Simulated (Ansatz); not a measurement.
Reaction (SMILES): P#P (P2) + 3 [H][H] (H2) → 2 P (PH3)
B3LYP-D3(BJ)/def2-TZVP geometries, fixed; electronic energies without zero-point terms.

Basis-set convergence of the energy of full hydrogenation at MP2 with Ansatz (an electronic-structure program). Cartesian d functions, on some or all atoms, in 6-31G*, 6-31G**, 6-311+G**; all else is spherical. Cores are frozen. A restricted Hartree-Fock determinant is unstable towards unrestricted orbitals. No added dispersion term, no relativity. Functions are those of the species that has most. Reference: Hartree-Fock in aug-cc-pV(Q+d)Z plus the correlation part extrapolated as X^-3 from aug-cc-pV(T+d)Z and aug-cc-pV(Q+d)Z, -33.53 kcal/mol, itself unsure by roughly 0.27 kcal/mol (a third of the extrapolation step and of the last Hartree-Fock step). Deviations are taken from unrounded values.

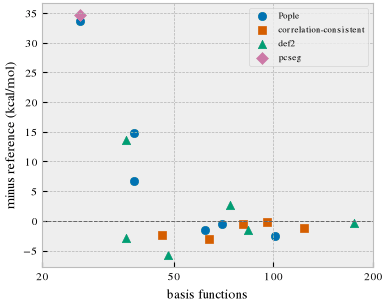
*Deviation from the reference against the number of basis functions, by family of sets.*

```
basis              functions  energy of full hydrogenation (kcal/mol)  minus reference (kcal/mol)
-----------------  ---------  ---------------------------------------  --------------------------
3-21G                     26                                     0.15                       33.68
pcseg-0                   26                                     1.11                       34.64
def2-SV(P)                36                                   -19.98                       13.54
def2-SVP                  36                                   -36.40                       -2.87
6-31G*                    38                                   -18.69                       14.83
6-31G**                   38                                   -26.87                        6.65
cc-pV(D+d)Z               46                                   -35.89                       -2.37
def2-SVPD                 48                                   -39.28                       -5.75
6-311+G**                 62                                   -35.10                       -1.57
aug-cc-pV(D+d)Z           64                                   -36.56                       -3.03
6-311++G(2d,2p)           70                                   -34.03                       -0.51
def2-TZVP                 74                                   -30.92                        2.61
cc-pV(T+d)Z               81                                   -34.10                       -0.57
def2-TZVPP                84                                   -35.09                       -1.56
jun-cc-pV(T+d)Z           96                                   -33.72                       -0.19
6-311++G(3df,3pd)        101                                   -36.04                       -2.51
aug-cc-pV(T+d)Z          124                                   -34.65                       -1.13
def2-QZVPPD              175                                   -33.89                       -0.37
```
